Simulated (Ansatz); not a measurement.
# AlH2Br (SMILES [AlH2][Br]) at HSE06/STO-3G

What is the energy change on altering one bond length of AlH2Br at HSE06/STO-3G? 

The calculation is run with Ansatz 0.2.0.

58 further runs of the same task are left out: 7 that didn't finish, 51 set aside as unsound or not needed.

**1. The structure to begin with**

AlH2Br has 4 atoms, charge 0, and is taken as a singlet. SMILES: `[AlH2][Br]`. Geometry: relaxed at PBE0-D4/def2-TZVP.

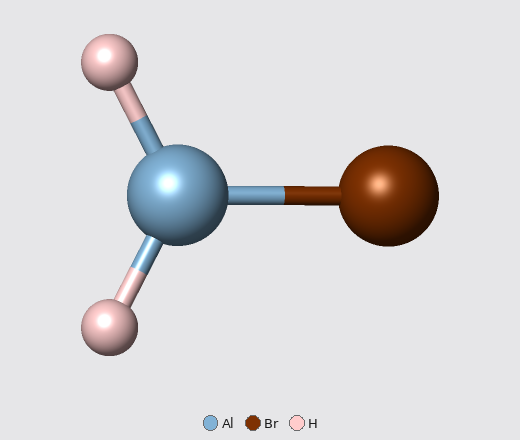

Viewed from a chosen angle; aluminium light blue, bromine brown, hydrogen pink.

**2. A single-point energy at HSE06/STO-3G**

molecule.yaml

```yaml
crystal:
  periodic: [false, false, false]
  atoms:
    - {symbol: Al, position_ang: [-0.148300, -0.064700, -0.110300]}
    - {symbol: Br, position_ang: [1.684900, 0.496600, 1.079700]}
    - {symbol: H, position_ang: [-0.561600, -1.584800, -0.139200]}
    - {symbol: H, position_ang: [-0.919700, 1.092700, -0.850400]}
basis:
  gaussian:
    orbitals: STO-3G
hamiltonian:
  xc: hse06
accuracy: high
```

On the command line:

```
ansatz run molecule.yaml --threads 1 --pin off --max-ram 2610MiB --events-out events.jsonl --progress --plain --runs-dir runs
```

Standard output:

```text
Warning: RAYON_NUM_THREADS=1 ignored (pool sized by the plan → 1); use --threads N
Functional definition: HSE06
  name "HSE06"
  parameter a = 0.25
  parameter omega = 0.11/bohr
  exchange = pbe_x - a*pbe_x_sr(omega) + a*exact_x_sr(omega)
  correlation = pbe_c
413 factors; integrals over basis functions are off by at most 1.5e-8 eV
56 factors; integrals over basis functions are off by at most 1.7e-9 eV
mean field evaluation 1: about -75820.4546 eV, gradient 2.1e1 eV
mean field evaluation 2: about -75820.8622 eV, gradient 1.8e1 eV
mean field evaluation 4: about -75822.2252 eV, gradient 1.8e-1 eV
mean field evaluation 8: about -75822.1988 eV, gradient 1.3e-3 eV
mean field -75822.19883899 eV, -2786.4144132007 hartree, gradient 2.6e-9 eV, S^2 0.000000; 0 other end points of the search recorded, 0 dependent functions left out
reference -75822.19884067 eV, -2786.4144132624 hartree; 25, 25 occupied and 4, 4 virtual orbitals, 413 factors
Total energy: -75822.19884067 eV, -2786.4144132624 hartree
```

Wall time 1.6 s (1 thread of Arm Neoverse V1, shared host); peak memory 0.1 GiB.

**3. The distorted shape at the same level**

in.yaml

```yaml
crystal:
  periodic: [false, false, false]
  atoms:
    - {symbol: Al, position_ang: [-0.606582, -0.205020, -0.407789]}
    - {symbol: Br, position_ang: [1.684900, 0.496600, 1.079700]}
    - {symbol: H, position_ang: [-1.019882, -1.725120, -0.436689]}
    - {symbol: H, position_ang: [-1.377982, 0.952380, -1.147889]}
basis:
  gaussian:
    orbitals: STO-3G
hamiltonian:
  xc: hse06
accuracy: high
```

On the command line:

```
ansatz run in.yaml --threads 1 --pin off --max-ram 2610MiB --events-out events.jsonl --progress --plain --runs-dir runs
```

Standard output (excerpt; [...] marks lines left out):

```text
Warning: RAYON_NUM_THREADS=1 ignored (pool sized by the plan → 1); use --threads N
[... 6 set-up lines as earlier in the session ...]
393 factors; integrals over basis functions are off by at most 1.2e-8 eV
58 factors; integrals over basis functions are off by at most 9.8e-10 eV
mean field evaluation 1: about -75817.4158 eV, gradient 2.2e1 eV
mean field evaluation 2: about -75797.2018 eV, gradient 7.3e1 eV
mean field evaluation 4: about -75820.1399 eV, gradient 2.0e0 eV
mean field evaluation 8: about -75820.1377 eV, gradient 6.7e-2 eV
mean field evaluation 16: about -75820.1378 eV, gradient 6.5e-9 eV
mean field -75820.13776114 eV, -2786.3386699866 hartree, gradient 1.0e-8 eV, S^2 0.000000; 0 other end points of the search recorded, 0 dependent functions left out
reference -75820.13776293 eV, -2786.3386700523 hartree; 25, 25 occupied and 4, 4 virtual orbitals, 393 factors
Total energy: -75820.13776293 eV, -2786.3386700523 hartree
```

Wall time 1.6 s (1 thread of Arm Neoverse V1, shared host); peak memory 0.098 GiB.

**4. Summary of results**

At HSE06/STO-3G:

```
                                                           quantity           value
                                          first shape: total energy  -2786.41441 Eh
                                      distorted shape: total energy  -2786.33867 Eh
energy change with the Al1–Br2 bond stretched from 2.256 to 2.821 Å        2.061 eV
```

In words: With the Al1–Br2 bond stretched from 2.256 to 2.821 Å the energy rises by 2.06 eV (48 kcal/mol). The first shape isn't relaxed at this level, so the change isn't measured from a minimum. The minimal basis adds a large error of its own.
